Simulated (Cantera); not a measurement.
Feed: 1 mol Zr, a varied amount of NH3, equilibrated at 2650 K and 0.0880 bar.

Equilibrium computed with Cantera from the NASA thermochemical tables; the gas is ideal and each condensed phase is pure. Candidate condensed phases: Zr, ZrN; 11 gas species. Mutual solubility and eutectic melting of coexisting phases are not modelled. ZrN: taken at fixed stoichiometry. Condensed phases not in the tables: N, O or C dissolved in the metal. Kinetics and transport are ignored.

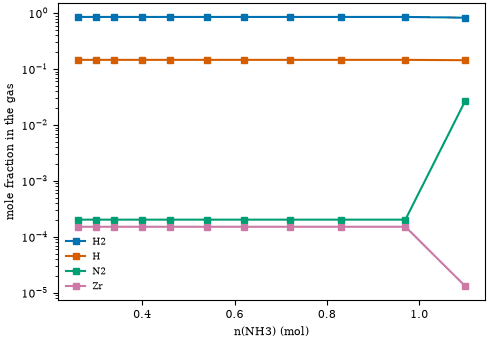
Equilibrium gas composition (values under 1e-9 drawn at 1e-9)

From 0.26 mol NH3 to 0.97 mol NH3 the condensed part is Zr(l) + ZrN(s). At 1.1 mol NH3 the condensed part is ZrN(s). The main Zr-bearing gas is Zr throughout.
